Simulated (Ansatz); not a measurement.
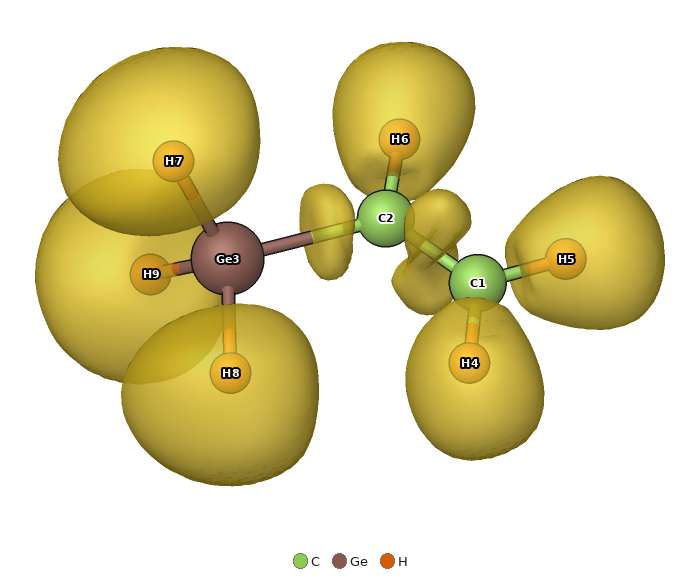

*C$_{2}$H$_{6}$Ge (SMILES C=[CH][GeH3]). Isosurface of the electron localisation function at 0.8 (yellow), seen at an oblique angle. Core shells and regions of very low density are left out.*

Geometry: PBE0-D4/def2-TZVP.

All numbers below come from Ansatz, RKS PBE0-D4/def2-TZVPP.

```yaml
atoms:
  - { symbol: C, position_ang: [-0.7714, 0.8254, -1.0911] }
  - { symbol: C, position_ang: [0.0639, 0.7550, -0.0619] }
  - { symbol: Ge, position_ang: [0.5434, -0.9139, 0.7987] }
  - { symbol: H, position_ang: [-1.2392, -0.0591, -1.5144] }
  - { symbol: H, position_ang: [-1.0270, 1.7721, -1.5596] }
  - { symbol: H, position_ang: [0.5031, 1.6739, 0.3207] }
  - { symbol: H, position_ang: [2.0618, -1.1508, 0.7126] }
  - { symbol: H, position_ang: [-0.1969, -2.0609, 0.0911] }
  - { symbol: H, position_ang: [0.1509, -0.8883, 2.2868] }
```

**Where are the electrons localised?**

The surface consists of one region between bonded C–C atoms (shared pairs), six regions around hydrogen nuclei and one lobe of the valence shell of C pointing towards Ge (polar bonds). Along the contacts the grid gives the following. C–C (1.33 Å): the ELF peaks at about 0.95 between the atoms: a multiple bond. C–Ge (1.94 Å): the ELF peaks at about 0.95 in the valence shell of C, 0.7 Å from its nucleus, and is about 0.70 at the midpoint.
